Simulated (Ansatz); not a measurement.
# SiH2: taking an electron away

How much energy removes an electron from SiH2 at fixed geometry? The cation is run at each level and the neutral's energy taken from earlier runs.

Program: Ansatz 0.2.0, Gaussian basis. Level of theory: unrestricted cation, the program's frozen cores in correlated methods. These are calculated values, not measurements.

Levels to be run: UKS PBE-D4/def2-TZVPP; UKS r2SCAN-D4/def2-TZVPP; UKS PBE0-D4/def2-TZVPP; UKS B3LYP-D4/def2-TZVPP; UKS wB97X-V/def2-TZVPP; UKS wB97M-V/def2-TZVPP; UKS B2PLYP/def2-TZVPP; UHF-CCSD(T)/def2-TZVPP; UHF-CCSD(T)/def2-QZVPP; extrapolation to the limit; then −ε(HOMO) from the neutral's earlier runs with LDA (SPW92), PBE-D4, revPBE-D4, BLYP-D4, r2SCAN-D4, B97M-V, PBE0-D4, B3LYP-D4, r2SCANh-D4, r2SCAN0-D4, HSE06-D4, BHLYP-D4, CAM-B3LYP-D4, LC-ωPBE, ωB97X-V, ωB97M-V.

## (1) The geometry

All runs share one geometry, relaxed beforehand with PBE0-D4 in a triple-zeta def2 set.

SMILES `[SiH2]`, 3 atoms, charge 0, spin multiplicity 1.

Atoms are counted from 1 here; the program's logs count them from 0.

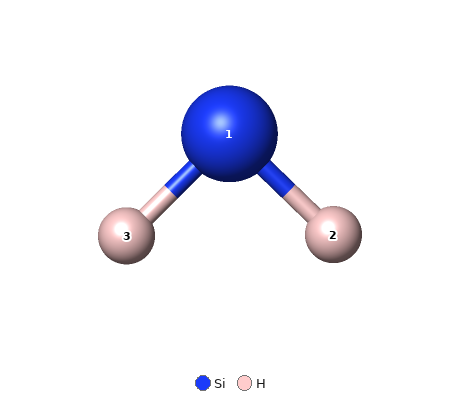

The structure; silicon blue, hydrogen pink; atoms are numbered from 1 in the order of the file.

## (2) Cation, UKS PBE-D4/def2-TZVPP

File in.yaml:

```yaml
crystal:
  periodic: [false, false, false]
  atoms:
    - {symbol: Si, position_ang: [-0.491202, 0.468571, -0.213612]}
    - {symbol: H, position_ang: [0.840317, 0.578644, 0.522462]}
    - {symbol: H, position_ang: [-0.349116, -1.047214, -0.308851]}
basis:
  gaussian: {orbitals: def2-TZVPP}
total_charge: 1
magnetization: {spin_polarized: true, initial_magnetization: 1}
hamiltonian: {xc: pbe, dispersion: d4}
```

Launch:

```
$ ansatz run in.yaml --threads 2 --pin off --events-out ev --progress --plain --max-ram 32768MiB --backend cpu
```

Further steps of the session: Cation, UKS r2SCAN-D4/def2-TZVPP; Cation, UKS PBE0-D4/def2-TZVPP; Cation, UKS B3LYP-D4/def2-TZVPP; Cation, UKS wB97X-V/def2-TZVPP; Cation, UKS wB97M-V/def2-TZVPP; Cation, UKS B2PLYP (frozen core)/def2-TZVPP; Cation, UHF-CCSD(T)/def2-TZVPP; Cation, UHF-CCSD(T)/def2-QZVPP.

Q: Predict the results of all the runs planned. Wanted: ionisation energy, CCSD(T)/CBS; nearest functional by difference; nearest −ε(HOMO); −ε(HOMO) of PBE; T1 of the cation.

**Answer**, as computed:

| quantity | value |
| --- | --- |
| ionisation energy, CCSD(T)/CBS | 9.56 eV |
| nearest functional by difference | B3LYP-D4 (-0.06 eV) |
| nearest −ε(HOMO) | LC-ωPBE (-0.09 eV) |
| −ε(HOMO) of PBE | 5.83 eV |
| T1 of the cation | 0.018 |

By cation minus neutral, the functionals miss by 0.25 eV at most. −ε(HOMO) of PBE misses by 3.7 eV, since self-interaction lifts the level. Among orbital estimates LC-ωPBE comes nearest. Hartree-Fock falls 1.14 eV short, as the neutral has more correlation energy than the cation. The cation may have settled in a state other than its lowest; no search over hole states beyond the program's own was made.
